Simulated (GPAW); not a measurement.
## How BaTiO3 absorbs and reflects light

Aim: the dielectric function of BaTiO3, and the optical constants that follow from it.

Calculated with GPAW 26.7.0; DFT, PBE, plane-wave PAW (GPAW data sets), scalar-relativistic, RPA, optical limit.

## 1. The starting structure

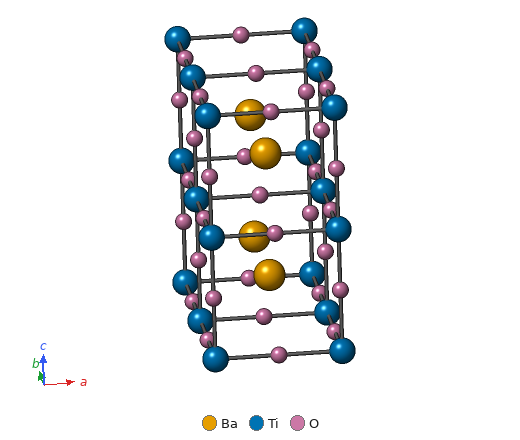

The starting structure, seen slightly off an axis (barium orange, titanium blue, oxygen pink). 1×2×2 cells are drawn. Some periodic images of atoms are drawn too.

As a file:

```
Ba Ti O
1.0
     4.00600    0.00000    0.00000
     0.00000    4.00600    0.00000
     0.00000    0.00000    4.00600
Ba Ti O
1 1 3
Direct
  0.50000 0.50000 0.50000
  0.00000 0.00000 0.00000
  0.00000 0.00000 0.50000
  0.00000 0.50000 0.00000
  0.50000 0.00000 0.00000
```

## 2. Bands for the response

The response needs many more empty bands than the density does.

This step: DFT, PBE, plane-wave PAW (GPAW data sets), scalar-relativistic, bands at fixed density (GPAW 26.7.0).

nscf.py reads:

```python
from ase.dft.bandgap import bandgap
from gpaw import GPAW, FermiDirac

calc = GPAW('gs.gpw').fixed_density(kpts={'size': (8, 8, 8), 'gamma': True}, nbands=62, convergence={'bands': 56},
                                    occupations=FermiDirac(0.001), txt='nscf.txt')
print('gap (eV)', bandgap(calc, output=None)[0])
print('direct gap (eV)', bandgap(calc, direct=True, output=None)[0])
print('top band over the Fermi level (eV)', min(calc.get_eigenvalues(kpt=k)[55] for k in range(len(calc.get_ibz_k_points()))) - calc.get_fermi_level())
calc.write('full.gpw', mode='all')
```

The run is started by

```console
> OMP_NUM_THREADS=1 python nscf.py
```

Numbers of over 12 decimals in the logs are rounded to 6 here.

The log of the run:

```text
Diagonalizing LCAO Hamiltonian
Converting LCAO to pw mode
convergence criteria:
- Maximum integral of absolute [eigenst]ate change: 4e-08 eV^2 / valence electron
maximum number of iterations: 150

SCF iterations
|iter     |      energy | eigst |  dens |
|iter:   1||             | +3.40 |       |
|iter:   2||             | +2.20 |       |
|iter:   3||             | +1.00 |       |
|iter:   4||             | -0.24 |       |
|iter:   5||             | -1.06 |       |
|iter:   6||             | -2.04 |       |
|iter:   7||             | -2.83 |       |
|iter:   8||             | -3.84 |       |
|iter:   9||             | -4.64 |       |
|iter:  10||             | -5.66 |       |
|iter:  11||             | -6.45 |       |
|iter:  12||             | -7.13 |       |
|iter:  13||             | -7.51c|       |
SCF steps: 13
  __  _  _
 | _ |_)|_||  |
 |__||  | ||/\| - 26.7.0

Versions:
  Python: 3.12.14
  ASE:    3.29.0
  Numpy:  2.5.5
  Scipy:  1.18.1
  Libxc:  7.0.0

Input parameters:
  mode=PW(ecut=550.0),
  convergence={'bands': 56},
  gpts=array([24, 24, 24]),
  kpts=MonkhorstPack(size=(8, 8, 8), gamma=True),
  maxiter=150,
  nbands=62,
  occupations=Occupations(name='fermi-dirac', width=0.001, fixmagmom=False),
  parallel={},
  xc=XC(name='PBE')

--- standard output ---
gap (eV) 1.777606
direct gap (eV) 1.907782
top band over the Fermi level (eV) 29.430534
```

Wall time 79 s (1 thread of Arm Neoverse V2, shared host); peak memory 0.26 GiB.

This step gave:

* gap on the k-mesh: 1.778 eV
* direct gap on the mesh: 1.908 eV

## 3. Dielectric function, RPA

Transitions between filled and empty bands, summed over the zone, give the optical response, so mesh, band count and broadening shape it.

The induced potential is part of this response.

This step: DFT, PBE, plane-wave PAW (GPAW data sets), scalar-relativistic, RPA, optical limit (GPAW 26.7.0).

df.py reads:

```python
from gpaw.response.df import DielectricFunction

df = DielectricFunction('full.gpw', frequencies={'type': 'nonlinear', 'domega0': 0.03, 'omega2': 8},
                        ecut=70,
                        eta=0.12,
                        nbands=56,
                        txt='df.txt')
for direction in ['x']:
    df.get_dielectric_function(xc='RPA', direction=direction, filename=f'df_{direction}.csv')
```

The run is started by

```console
> OMP_NUM_THREADS=1 python df.py
```

The log of the run:

```text
Using integrator: PointIntegrator
NonLinearFrequencyDescriptor(from 0.000 to 90.926 eV, 532 points)
Nonperiodic BCs:  [False False False]
Using integrator: PointIntegrator
NonLinearFrequencyDescriptor(from 0.000 to 90.926 eV, 532 points)
Nonperiodic BCs:  [False False False]

Calculating chi0 body with:
    Ground state adapter containing:
    Number of spins: 1
    Number of kpoints: 512
    Number of irreducible kpoints: 35
    Number of completely occupied states: 20
    Number of partially occupied states: 20

    Linear response parametrization:
    q_c: [0.0, 0.0, 0.0]
    Number of frequency points: 532
    Planewave cutoff: 70.0
    Number of bands: 56
    Number of planewaves: 81
    Broadening (eta): 0.12

Integrating chi0 body.

Symmetries of q_c:
    Direct symmetries (Uq -> q): 48
    Indirect symmetries (TUq -> q): 0
In total 48 allowed symmetries.

35 groups of equivalent kpoints. 93.1640625% reduction.

Integral kind: spectral function

Calculating chi0 optical extensions with:
    Ground state adapter containing:
    Number of spins: 1
    Number of kpoints: 512
    Number of irreducible kpoints: 35
    Number of completely occupied states: 20
    Number of partially occupied states: 20

    Linear response parametrization:
    Number of frequency points: 532
    Planewave cutoff: 70.0
    Number of bands: 56
    Number of planewaves: 81
    Broadening (eta): 0.12
Integrating chi0 head and wings.

Symmetries of q_c:
    Direct symmetries (Uq -> q): 48
    Indirect symmetries (TUq -> q): 0
In total 48 allowed symmetries.

35 groups of equivalent kpoints. 93.1640625% reduction.

Integral kind: spectral function wings
```

It took 16 s on 1 thread; peak memory 0.46 GiB.

Numbers from this step:

```
electronic dielectric constant ε∞, mean over x, y and z (by symmetry where fewer were run) : 6.073
main peak of Im epsilon, first axis                                                        : 3.999 eV
```

The Im ε, E ∥ x has structure finer than the step of the table below, so its rows give means over 1 eV, whole bins alone (the curve runs from 0 to 14.0 eV). Peaks (eV: height): 3.3: 5.36, 4.0: 7.46, 7.2: 4.71, 8.4: 4.65.

Values under the direct gap are tails of Lorentzian lines. Im ε, E ∥ x against photon energy; means over each step:

```tsv
photon energy (eV)	Im ε, E ∥ x
1	0.0760
2	0.722
3	3.53
4	6.33
5	3.70
6	2.90
7	4.21
8	3.81
9	4.30
10	3.74
11	2.74
12	1.81
13	0.914
```

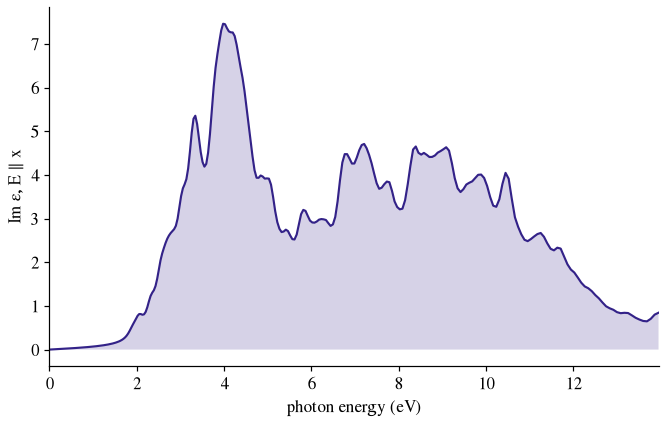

Im ε, E ∥ x, plotted against photon energy.

The Re ε, E ∥ x by photon energy:

```tsv
photon energy (eV)	Re ε, E ∥ x
0	6.07
1	6.33
2	7.47
3	8.37
4	5.40
5	2.20
6	3.17
7	3.24
8	2.32
9	1.38
10	0.217
11	-0.0606
12	-0.435
13	0.196
```

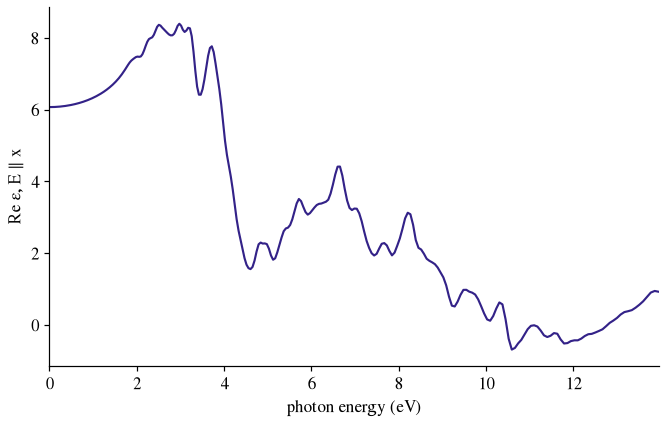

Re ε, E ∥ x against photon energy.

The refractive index n and extinction k by photon energy:

```tsv
photon energy (eV)	n	k
0	2.46	0
1	2.52	0.0138
2	2.74	0.134
3	2.95	0.576
4	2.70	1.38
5	1.83	1.07
6	1.93	0.757
7	2.08	1.03
8	1.78	0.911
9	1.75	1.30
10	1.42	1.34
11	1.11	1.13
12	0.837	1.07
13	0.733	0.585
```

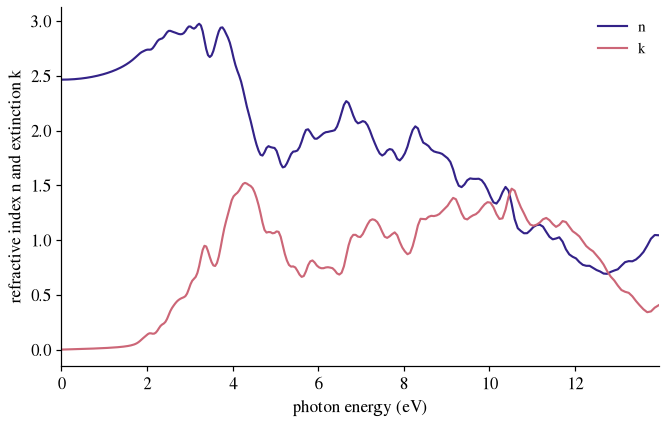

Refractive index n and extinction k against photon energy.

The Im ε, E ∥ x has structure finer than the step of the table below, so its rows give means over 0.5 eV, whole bins alone (the curve runs from 0 to 14.0 eV). Peaks (eV: height): without local fields 3.34: 5.72, 3.98: 7.80, 7.21: 4.60, 9.09: 4.99; with local fields 3.34: 5.36, 3.98: 7.46, 7.21: 4.71, 8.39: 4.65.

Values under the direct gap are tails of Lorentzian lines. The Im ε, E ∥ x by photon energy; means over each step:

```tsv
photon energy (eV)	without local fields	with local fields
0.5	0.0315	0.0299
1.0	0.0748	0.0708
1.5	0.177	0.167
2.0	0.708	0.664
2.5	1.97	1.82
3.0	3.72	3.43
3.5	5.19	4.83
4.0	7.41	7.08
4.5	5.42	5.59
5.0	3.54	3.69
5.5	2.58	2.69
6.0	2.94	3.02
6.5	3.25	3.27
7.0	4.39	4.47
7.5	3.99	4.01
8.0	3.63	3.50
8.5	4.72	4.47
9.0	4.77	4.49
9.5	4.15	3.79
10.0	4.11	3.71
10.5	3.78	3.51
11.0	2.76	2.59
11.5	2.41	2.39
12.0	1.79	1.79
12.5	1.29	1.25
13.0	0.945	0.884
13.5	0.784	0.715
```

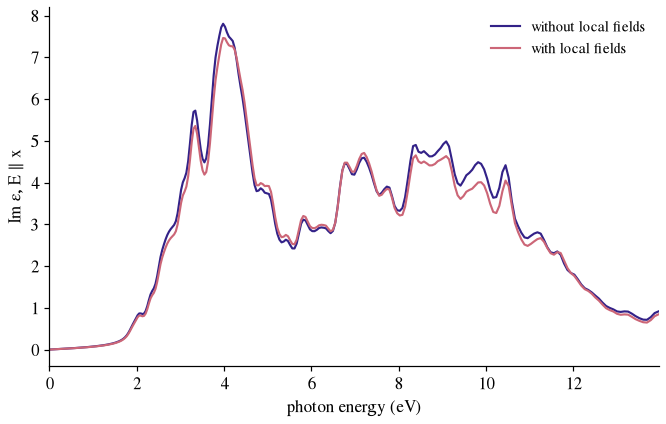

Im ε, E ∥ x against photon energy.

The reflectivity at normal incidence, E ∥ x has structure finer than the step of the table below, so its rows give means over 0.5 eV, whole bins alone (the curve runs from 0 to 14.0 eV). Peaks (eV: height): 3.98: 30.8, 7.21: 23.0, 9.15: 26.2, 10.03: 25.9, 10.59: 31.0, 11.79: 27.1.

Table of reflectivity at normal incidence, E ∥ x by photon energy; means over each step:

```tsv
photon energy (eV)	reflectivity at normal incidence, E ∥ x (%)
0.5	18.1
1.0	18.6
1.5	19.8
2.0	21.7
2.5	24.0
3.0	25.8
3.5	26.3
4.0	30.3
4.5	26.8
5.0	19.1
5.5	14.5
6.0	16.2
6.5	17.9
7.0	21.9
7.5	20.5
8.0	18.1
8.5	22.5
9.0	24.5
9.5	22.8
10.0	24.5
10.5	27.2
11.0	24.0
11.5	24.8
12.0	25.9
12.5	21.6
13.0	12.5
13.5	5.50
```

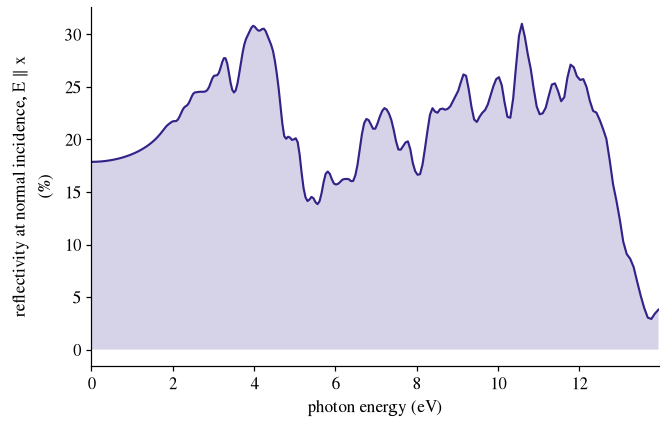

Reflectivity at normal incidence, E ∥ x, plotted against photon energy.

Optical constants at common wavelengths, from n + ik = √ε:

```tsv
wavelength (nm)	n	k	R (%)	1/α
1064	2.54	0.017	18.9	4.9 µm
633	2.73	0.120	21.6	419 nm
450	2.88	0.457	24.5	78 nm
405	2.94	0.630	26.1	51 nm
308	2.66	1.400	30.7	18 nm
248	1.83	1.070	20.0	18 nm
193	2.03	0.704	16.0	22 nm
```

Below the direct gap, k and the depth come from the tails of the Lorentzian lines, not from transitions.

Rows near the edge hang on the gap, which this functional as a rule makes too small, and phonon-assisted absorption is left out.

## 4. Outcome

```json
{
 "electronic dielectric constant ε∞, mean over x, y and z (by symmetry where fewer were run) (RPA)": "6.07",
 "main peak of Im epsilon, first axis": "4.00 eV"
}
```

At this level (PBE, RPA) BaTiO3 has ε∞ = 6.07 and n = 2.50 at 1550 nm, and Im ε peaks at 4.0 eV. On the mesh the gap is 1.78 eV and the least direct gap 1.91 eV, so on this mesh the band edges lie at different points. Local fields change the static value along x from 6.35 to 6.07 (-4 %). Distinct maxima of Im ε, read by a parabola through the highest points, lie at 3.33 eV (5.4), 4.00 eV (7.5), 7.19 eV (4.7) and 8.38 eV (4.7). Excitons and phonon-assisted transitions are missing; PBE gaps are as a rule too small, which pulls the onset down and ε∞ up. Spin-orbit coupling is left out although heavy atoms are present. The sum runs over mesh points, so small or evenly spaced maxima can still be ripples of the mesh. In this version of GPAW the matrix elements of the optical limit are incomplete, which can lower ε − 1 by up to a tenth where first-row anions or d states rule, and shift it by more in d metals.

[Machine, clock and banner lines and Python warnings are left out of the logs.]

[Logs are printed without paths, hosts, clocks, repeated set-up lines and the standing remarks that a program may print on its own settings, such as how far it seeks lower states.]

[Hosts, paths, dates, database ids (printed as entryN), source tags and the programs' standing remarks are cut or masked in the printed files.]
